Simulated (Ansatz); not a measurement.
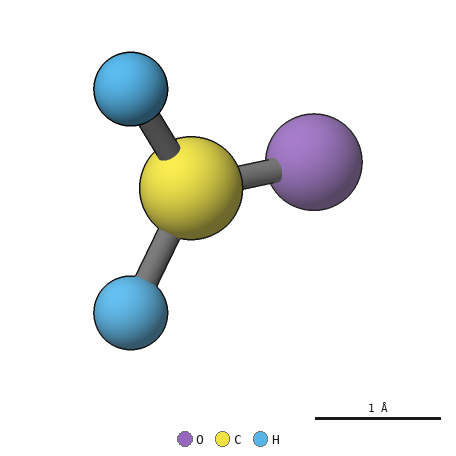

A ball-and-stick model of a molecule. Every bond is drawn as one stick, whatever its order.

Describe the molecule.

It has 4 atoms: 1 carbon, 2 hydrogen and 1 oxygen (CH2O). The point group is C2v. All atoms lie on one plane. Coordination: 1 C trigonal planar.

The parts below concern this one geometry. Atoms keep their numbers from picture to picture. The geometry was computed by an optimisation with PBE0-D4/def2-TZVP.

### Shape

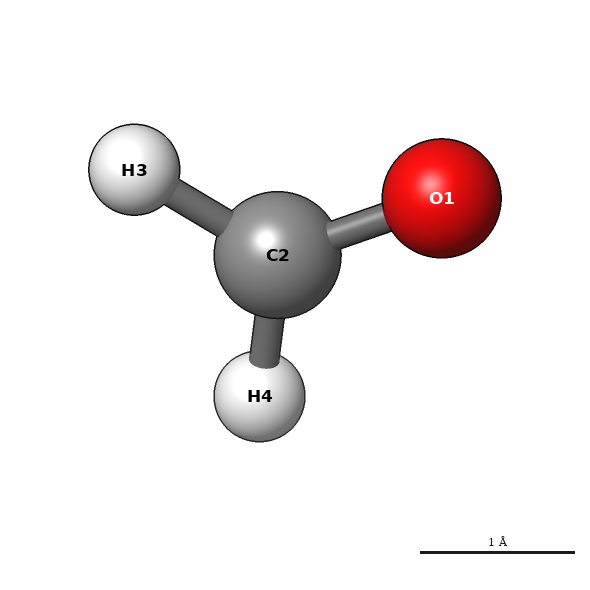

Numbered structure.

Which atoms are bonded, and how long are the bonds?

| bond | length (Å) |
| --- | --- |
| O1–C2 | 1.195 |
| C2–H3 | 1.109 |
| C2–H4 | 1.109 |

### Vibrations

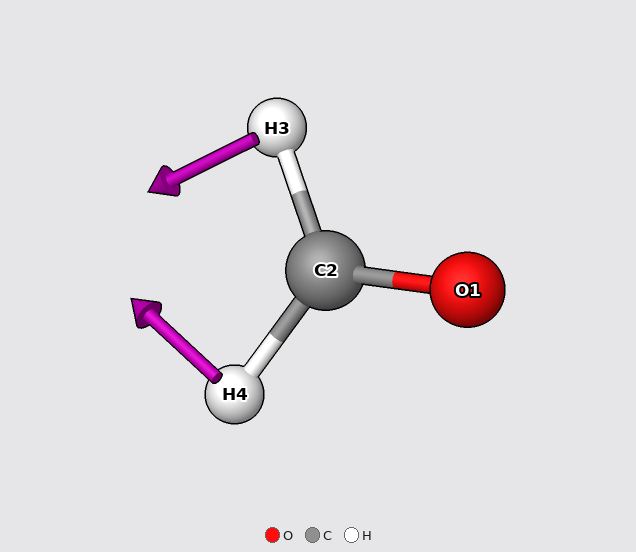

The arrows show one normal mode. Harmonic vibrations computed with RKS PBE0-D4/def2-TZVP (Ansatz 0.2.0) at a stationary point of the same level.

Question: Describe the motion.

Answer: Mostly H–C–H bending.

Question: Estimate its harmonic wavenumber.

Answer: 1532 cm⁻¹; it is mode 3 of 6 counted from the lowest.

### Electronic properties

Method: RKS PBE0-D4/def2-TZVPP (Ansatz 0.2.0).

What does the calculation give?

- HOMO energy (Kohn–Sham orbital): −7.82 eV
- LUMO energy (Kohn–Sham orbital): −1.25 eV
- HOMO–LUMO gap: 6.56 eV

### Thermal motion

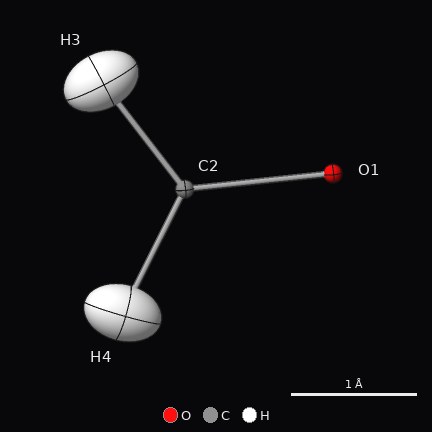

Displacement ellipsoids at the 50 % level, enlarged 2 times, from the internal vibrations of the free molecule (harmonic, no overall translation or rotation; no half-axis is drawn under 0.075 Å). Vibrations computed with RKS PBE0-D4/def2-TZVP (Ansatz 0.2.0). Temperature: 600 K.

Question: Which atom has the largest mean-square displacement?

Answer: H3, H4, with U_eq = 0.0072 Å².

Question: Does H3 move more along its bond or across it?

Answer: Across it: the root-mean-square amplitude is 0.075 Å along the bond and up to 0.103 Å across, since bending and torsion are softer than stretching.

List U_eq and the three principal root-mean-square amplitudes for each kind of atom.

```csv
atom,U_eq (Å²),rms amplitudes (Å)
O1,0.00012,"0.005, 0.008, 0.017"
C2,0.00036,"0.017, 0.019, 0.021"
"H3, H4",0.0072,"0.074, 0.074, 0.103"
```
